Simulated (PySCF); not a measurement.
Ga(SMe)3, C3H9GaS3, SMILES C[S][Ga]([S]C)[S]C, singlet at its GFN2-xTB optimised geometry (Å):

```
16

Ga     0.0872     0.7189     0.0000
S     -1.0468    -1.2450     0.0053
C      0.3510    -2.4292    -0.0122
H      0.2896    -3.0018    -0.9325
H      0.2337    -3.0847     0.8450
H      1.3043    -1.9043     0.0428
S     -1.0468     2.6829     0.0000
C     -2.7713     2.0645    -0.0018
H     -2.7925     0.9752     0.0188
H     -3.2532     2.4327    -0.9022
H     -3.2648     2.4661     0.8778
S      2.3550     0.7189     0.0000
C      2.6820     2.5216    -0.0090
H      3.2539     2.7480    -0.9035
H      3.2648     2.7545     0.8768
H      1.7492     3.0847    -0.0052
```

Level of theory: PBE0/def2-TZVP run with PySCF. Cells within 0.4 Å of a nucleus heavier than hydrogen are left out (blank, or x).

Map of the electron localisation function on the plane z = 0.0 Å:

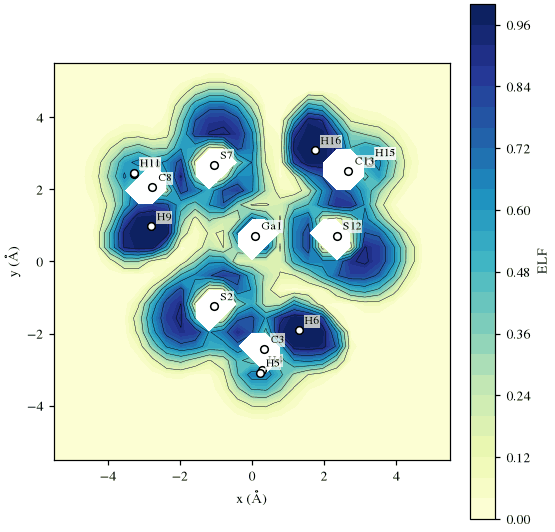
Electron localisation function on the plane z = 0.0 Å.
